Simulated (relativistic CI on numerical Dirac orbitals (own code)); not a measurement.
# Relativistic CI calculation, with input and output: Be

Be. Computed at this level: Dirac-Coulomb-Breit CI, KLI orbitals optimised for each configuration, model QED (radiative potential, 1s self-energy scaled to tabulated hydrogen-like ionisation energies), valence Slater integrals scaled by 0.85, configuration energies shifted to the measured levels that pair with them (semi-empirical) (relativistic CI on numerical Dirac orbitals, in-house).

### Input
```
atom Be  Z=4  charge=0  electrons=4
nucleus A=9  rms_radius_fm=2.5190
hamiltonian dirac-coulomb  breit=on  qed=on  c_scale=1
orbitals kli  potential=per-configuration
slater_scale 0.85
correlation fit
mixing on
configurations
  [He] 2s2
  [He] 2s 2p
  [He] 2s 3s
  [He] 2p2
  [He] 2s 3p
  [He] 2s 3d
  [He] 2p 3s
  [He] 2s 4s
  [He] 2s 4p
  [He] 2s 4d
  [He] 2s 4f
  [He] 2p 3p
  [He] 3s2
  [He] 3s 3p
end
```

Hardware: 1 CPU thread, shared host.

The run was one of a batch that the task file lists, launched with:
```bash
python <driver script> task.json out
```

The program writes its results to a structured record and prints no log; tables and figures of this report are taken from that record.

### The lowest 20 levels

| Configuration | Level | E (cm⁻¹) | LS purity (%) | Landé g | Lifetime (s; – stable or not computed) |
| --- | --- | --- | --- | --- | --- |
| 2s² | ¹S₀ | 0 | 92 | – | – |
| 2s 2p | ³P°₀ | 21,980 | 100 | – | – |
| 2s 2p | ³P°₁ | 21,980 | 100 | 1.501 | 4.7×10¹ |
| 2s 2p | ³P°₂ | 21,980 | 100 | 1.501 | 3.4×10³ |
| 2s 2p | ¹P°₁ | 44,730 | 86 | 1.000 | 1.6×10⁻⁹ |
| 2s 3s | ³S₁ | 52,200 | 99 | 2.002 | 6.5×10⁻⁹ |
| 2s 3s | ¹S₀ | 54,550 | 97 | – | 2.4×10⁻⁸ |
| 2s 3p | ³P°₀ | 57,750 | 99 | – | 1.4×10⁻⁷ |
| 2s 3p | ³P°₁ | 57,750 | 99 | 1.501 | 1.4×10⁻⁷ |
| 2s 3p | ³P°₂ | 57,750 | 99 | 1.501 | 1.4×10⁻⁷ |
| 2s 3d | ¹D₂ | 59,150 | 60 | 1.000 | 7.3×10⁻⁸ |
| 2p² | ³P₀ | 59,690 | 100 | – | 2.0×10⁻⁹ |
| 2p² | ³P₁ | 59,700 | 100 | 1.501 | 2.0×10⁻⁹ |
| 2p² | ³P₂ | 59,700 | 100 | 1.501 | 2.0×10⁻⁹ |
| 2s 3p | ¹P°₁ | 60,190 | 84 | 1.000 | 2.4×10⁻⁸ |
| 2s 3d | ³D₂ | 62,050 | 99 | 1.167 | 6.0×10⁻⁹ |
| 2s 3d | ³D₃ | 62,050 | 99 | 1.334 | 6.0×10⁻⁹ |
| 2s 3d | ³D₁ | 62,050 | 99 | 0.499 | 6.0×10⁻⁹ |
| 2s 4s | ³S₁ | 65,270 | 100 | 2.002 | 1.1×10⁻⁸ |
| 2s 4s | ¹S₀ | 66,170 | 99 | – | 3.2×10⁻⁸ |

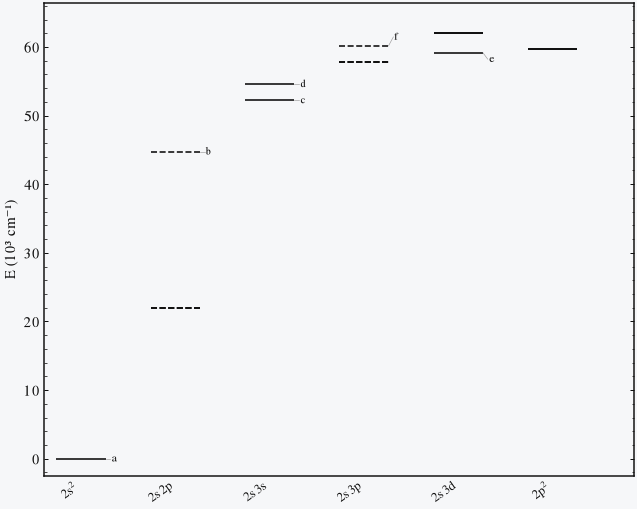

The lowest levels of the Be atom, with 6 of them lettered. a: 2s² ¹S₀ at 0; b: 2s 2p ¹P°₁ at 44,730 cm⁻¹; c: 2s 3s ³S₁ at 52,200 cm⁻¹; d: 2s 3s ¹S₀ at 54,550 cm⁻¹; e: 2s 3d ¹D₂ at 59,150 cm⁻¹; f: 2s 3p ¹P°₁ at 60,190 cm⁻¹.

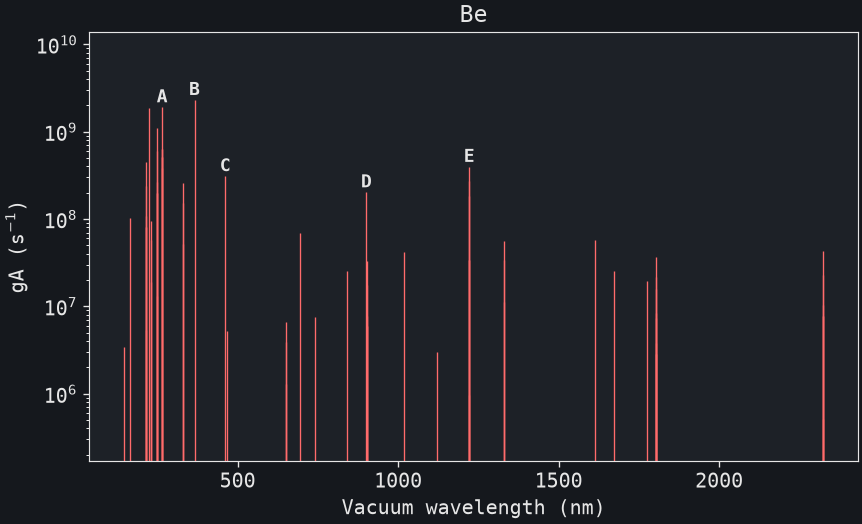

The stronger electric dipole lines (weighted rates gA) for neutral beryllium. A: 2p² ³P₂ → 2s 2p ³P°₂, 265.1 nm, gA = 1.9×10⁹ s⁻¹; B: 2s 4d J = 2 (even, mixed, level 33) → 2s 2p ¹P°₁, 365.8 nm, gA = 2.3×10⁹ s⁻¹; C: 2s 4d J = 2 (even, mixed, level 21) → 2s 2p ¹P°₁, 461.7 nm, gA = 3.1×10⁸ s⁻¹; D: 2s 4f ¹F°₃ → 2s 3d ¹D₂, 901.3 nm, gA = 2.0×10⁸ s⁻¹; E: 2s 4f ³F°₄ → 2s 3d ³D₃, 1222 nm, gA = 4.0×10⁸ s⁻¹. The strongest, B, lies in the ultraviolet region.

### Results in brief

- outcome: converged
- lowest level: 2s² ¹S₀
- first excited level: 2s 2p ³P°₀, 21,979 cm⁻¹
- levels computed: 53
- SCF iterations: 129
- wall time: 0.74 s

### Remarks

Caveats: shifts are fitted to measured levels, configurations with none paired borrow a shift and can be misplaced by tens of thousands of cm⁻¹; rates and lifetimes follow the computed energies and can be off by orders of magnitude; one shift a configuration: terms inside it, and wavelengths, can be off by thousands of cm⁻¹; the fine structure of a weakly bound d or f electron outside closed shells is too small or inverted; only a limited list of configurations is included, so lower levels can be missing; only lines among the lowest 33 of 53 levels are drawn.
